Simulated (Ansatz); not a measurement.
```xyz
8

C     0.6857   -1.8288   -1.2667
C    -0.0140   -1.6839    0.0726
F    -2.2914   -3.0039   -0.8400
Si   -1.6255   -2.2174    0.6052
H     0.9554   -0.8484   -1.7349
H     1.6445   -2.4036   -1.2066
H     0.0357   -2.3624   -1.9897
H     0.5760   -1.1572    0.8527
```

Geometry: BLYP-D3(BJ)/def2-SVPD.

The calculation used isolated molecule in a Gaussian basis; Kohn-Sham density functional theory, functional PBE0 in Ansatz.

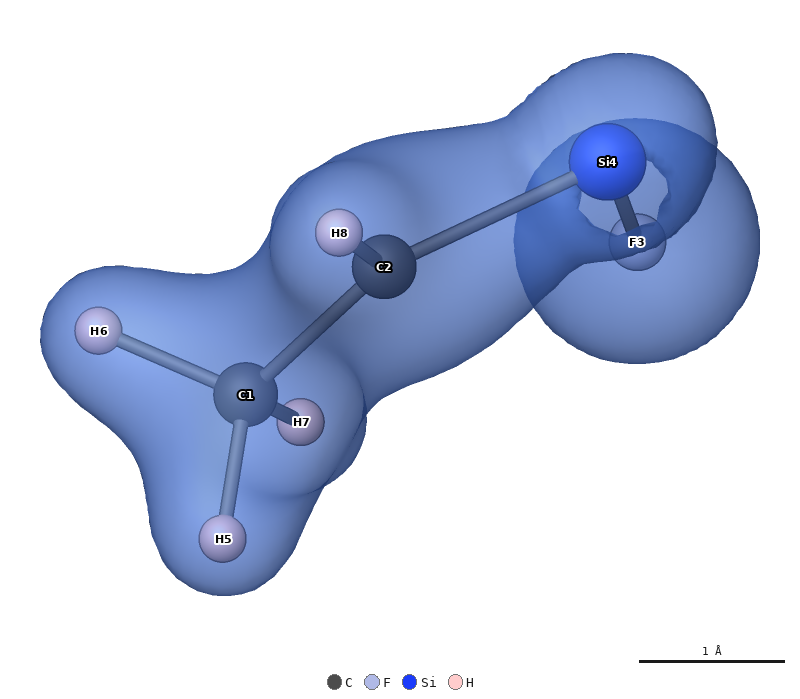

C$_{2}$H$_{4}$FSi (SMILES C/C=[Si-]\F) (charge −1). Isosurface of the total electron density at 0.5 e/Å³ (blue), seen at an oblique angle.

### How is the density connected at this value?

At this value the surface is in one piece. It bridges the sampled C–C (1.52 Å), Si–F (1.78 Å), C–Si (1.78 Å) and C–H (1.11 Å) contacts, where the density stays above the isovalue. On the grid the lowest density along these lines, outside the cores, is 1.6 e/Å³ (C–C, 1.52 Å), 0.63 e/Å³ (Si–F, 1.78 Å), 0.92 e/Å³ (C–Si, 1.78 Å) and 1.8 e/Å³ (C–H, 1.11 Å).
